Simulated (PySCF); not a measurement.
```yaml
atoms:
  - { symbol: C, position_ang: [1.2656, 0.6026, -0.1713] }
  - { symbol: C, position_ang: [-0.1832, -0.1902, 0.6506] }
  - { symbol: C, position_ang: [-1.1400, -0.4408, -0.4738] }
  - { symbol: F, position_ang: [0.3553, -1.2226, 1.2058] }
  - { symbol: F, position_ang: [-0.5266, 0.6969, 1.5215] }
  - { symbol: H, position_ang: [0.8282, 1.5183, -0.5839] }
  - { symbol: H, position_ang: [1.8861, 0.7167, 0.7274] }
  - { symbol: H, position_ang: [1.5801, -0.1650, -0.8867] }
  - { symbol: H, position_ang: [-1.4758, 0.4965, -0.9327] }
  - { symbol: H, position_ang: [-2.0028, -0.9233, 0.0329] }
  - { symbol: H, position_ang: [-0.7266, -1.1375, -1.2121] }
```

Geometry: PBE0-D3(BJ)/def2-SVP.

Theory: DFT single point, gas phase, functional wB97X in PySCF 2.14.0, density-fitted response routines.

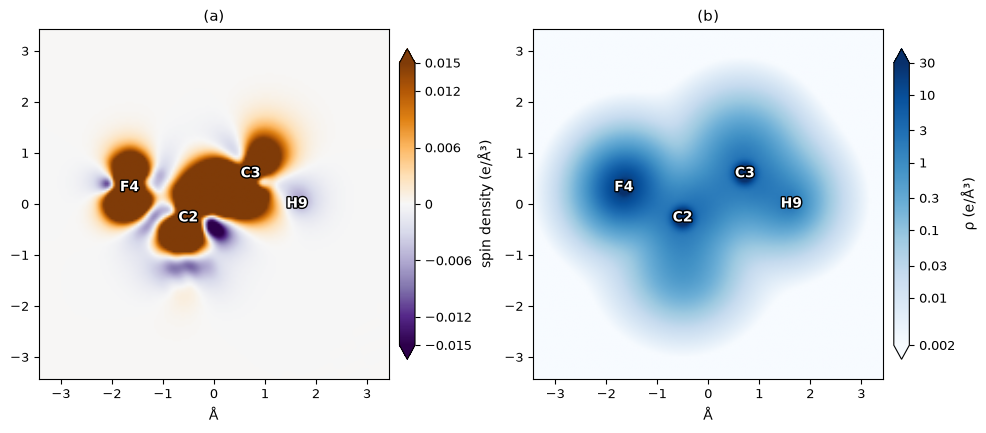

CH₃···C₂H₃F₂ (charge +1, doublet). (a) spin density; (b) total electron density on the plane of atoms C3, C2 and F4.

Read the bonding off the picture.

Answer. Atoms in the plane: C, F and H.
C–F (1.29 Å): ρ is about 2.7 e/Å³ halfway.
C–C (1.50 Å): the density is about 1.8 e/Å³ at the midpoint.
C–H (1.10 Å): the density is about 2 e/Å³ at the midpoint.
The unpaired spin (1 electron) lies mostly on C1 (about 0.4), C2 (about 0.2), F4 (about 0.1), F5 (about 0.1) and C3 (about 0.1), in electrons by Hirshfeld's partition.
